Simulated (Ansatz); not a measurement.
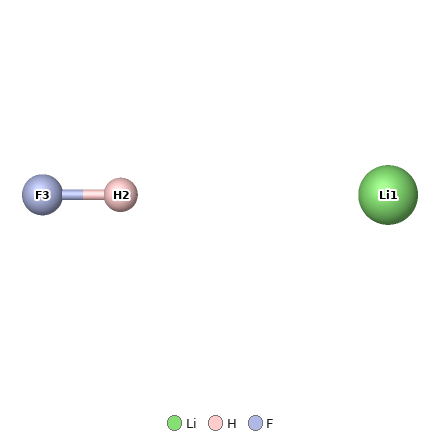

The system is Li⁺ + HF; the picture shows the reference structure. First axis: distance Li1–H2. Second axis: distance H2–F3. Nothing is relaxed (the angle Li1–H2–F3 is fixed at 180 degrees). The scan uses a 17 × 17 grid. Points are written as (first, second). Energies are in kcal/mol, from the lowest grid point. The restricted reference is unstable at some or all points, so the energies there are unreliable. The calculation used Ansatz 0.2.0, RHF-MP2, frozen core/aug-cc-pVTZ.

Its coordinates:

```xyz
3

Li   -3.2720    0.0000    0.0000
H     0.0000    0.0000    0.0000
F     0.9550    0.0000    0.0000
```

Range: distance Li1–H2 from 1.272 to 3.272 Å; distance H2–F3 from 0.728 to 2.728 Å.

**What landscape does the calculation give?**

The lowest grid point is at (3.272 Å, 0.955 Å). It lies in a valley that leaves the map towards separated partners. The highest grid point, (1.272 Å, 2.567 Å), lies 191 kcal/mol above the lowest.

| distance H2–F3 ↓, distance Li1–H2 → | 1.272 | 1.406 | 1.602 | 1.831 | 2.084 | 2.358 | 2.648 | 2.953 | 3.272 |
| --- | --- | --- | --- | --- | --- | --- | --- | --- | --- |
| 2.567 | 191 | 177 | 165 | 157 | 152 | 150 | 149 | 149 | 149 |
| 2.255 | 187 | 174 | 161 | 153 | 149 | 146 | 145 | 144 | 143 |
| 1.957 | 172 | 159 | 148 | 140 | 135 | 132 | 130 | 128 | 126 |
| 1.675 | 146 | 134 | 122 | 114 | 109 | 106 | 103 | 101 | 99 |
| 1.411 | 109 | 97 | 87 | 79 | 74 | 71 | 68 | 66 | 64 |
| 1.169 | 68 | 57 | 47 | 40 | 36 | 32 | 29 | 27 | 25 |
| 0.955 | 38 | 29 | 20 | 14 | 10 | 6 | 4 | 2 | 0 |
| 0.782 | 52 | 44 | 36 | 30 | 26 | 23 | 21 | 19 | 18 |

The table holds every second grid line.

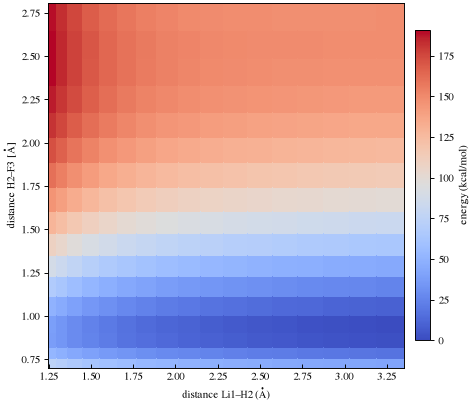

In the figure: one coloured cell a grid point.

Time for the 289 points that were run: 9.4 min on 1 thread of Arm Neoverse V2 (shared host).
